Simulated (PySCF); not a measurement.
# UMP2/cc-pVDZ run of BH2 (boron dihydride)

Aim: the vertical doublet–quartet gap of BH2 (boron dihydride) at UMP2/cc-pVDZ, from 2 runs. The job is set up through a Python script.

The calculation is run with PySCF 2.14.0.

7 further runs of the same task are left out: 7 set aside as unsound or not needed.

### Step 1. The structure to begin with

The species is BH2 (3 atoms), meant as a doublet with charge 0. SMILES: `[BH2]`. The shape is that of a GFN2-xTB optimisation.

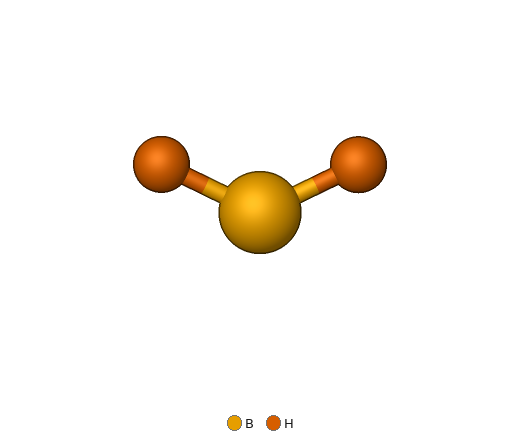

The structure, seen from a chosen angle (boron amber, hydrogen orange).

### Step 2. A single-point energy at UMP2/cc-pVDZ

calc.py reads:

```python
from pyscf import gto, mp

mol = gto.M(
    atom='''
B        0.262840      -0.166230       0.128640
H        0.280020       0.985320       0.260980
H       -0.542860      -0.819090      -0.389630
''',
    charge=0,
    verbose=3,
    max_memory=1860,
    spin=1,
    basis='cc-pvdz',
)

calc0 = mol.UHF()
calc0.conv_tol = 1e-10
calc0.kernel()
if not calc0.converged:
    calc0 = calc0.newton().run(calc0.mo_coeff, calc0.mo_occ)

pt = mp.MP2(calc0, frozen=1).run()
etot = pt.e_tot
print('E(%s) = %.9f' % ('MP2', etot))
```

Launch:

```bash
$ OMP_NUM_THREADS=1 python calc.py
```

What it wrote:

```text
converged SCF energy = -25.7517189688887  <S^2> = 0.75310135  2S+1 = 2.003099
E(UMP2) = -25.817688235087  E_corr = -0.0659692661983255
E(SCS-UMP2) = -25.8243302590589  E_corr = -0.0726112901702258
E(MP2) = -25.817688235
```

Run time: 1 s. Hardware: 1 thread of Arm Neoverse N1, shared host; peak memory 0.12 GiB.

### Step 3. The quartet at the same level

calc.py reads:

```python
from pyscf import gto, mp

mol = gto.M(
    atom=[
    ('B', (0.262840, -0.166230, 0.128640)),
    ('H', (0.280020, 0.985320, 0.260980)),
    ('H', (-0.542860, -0.819090, -0.389630)),
],
    spin=3,
    verbose=3,
    basis='cc-pvdz',
    max_memory=1860,
)

mf = mol.UHF()
mf.conv_tol = 1e-10
mf.kernel()
if not mf.converged:
    mf = mf.newton().run(mf.mo_coeff, mf.mo_occ)

pt = mp.MP2(mf, frozen=1).run()
e_tot = pt.e_tot
print('E = %.10f Eh' % e_tot)
```

Launch:

```bash
$ OMP_NUM_THREADS=1 python calc.py
```

What it wrote:

```text
WARN: HOMO -0.00534740234081665 >= LUMO -0.392580989783505

converged SCF energy = -25.5552179369618  <S^2> = 3.75898  2S+1 = 4.0044875
E(UMP2) = -25.6178523781413  E_corr = -0.0626344411794596
E(SCS-UMP2) = -25.6175108241655  E_corr = -0.0622928872037138
E = -25.6178523781 Eh
```

Wall time 0.98 s (1 thread of Arm Neoverse N1, shared host); peak memory 0.12 GiB.

### Step 4. Outcome

Level: UMP2/cc-pVDZ, 1 core orbital frozen.

| quantity | value |
| --- | --- |
| doublet: total energy | -25.81769 Eh |
| doublet: dipole moment (Hartree–Fock density) | 0.41 D |
| doublet: HOMO energy (Hartree–Fock orbitals) (highest over α and β) | -9.43 eV |
| doublet: LUMO energy (Hartree–Fock orbitals) (lowest over α and β) | 1.53 eV |
| doublet: correlation energy (1 core orbital frozen) | -66.0 mEh |
| doublet: ⟨S²⟩ of the reference determinant | 0.753 |
| quartet: total energy | -25.61785 Eh |
| quartet: dipole moment (Hartree–Fock density) | 1.31 D |
| quartet: HOMO energy (Hartree–Fock orbitals) (highest over α and β) | -8.43 eV |
| quartet: LUMO energy (Hartree–Fock orbitals) (lowest over α and β) | -3.24 eV |
| quartet: correlation energy (1 core orbital frozen) | -62.6 mEh |
| quartet: ⟨S²⟩ of the reference determinant | 3.759 |
| vertical energy of the quartet above the doublet | 5.438 eV |

At this shape the quartet lies 5.44 eV (125 kcal/mol) above the doublet. Mulliken charges (doublet) of the mean-field density run from -0.04 on H2 to +0.07 on B1; they depend strongly on the basis.
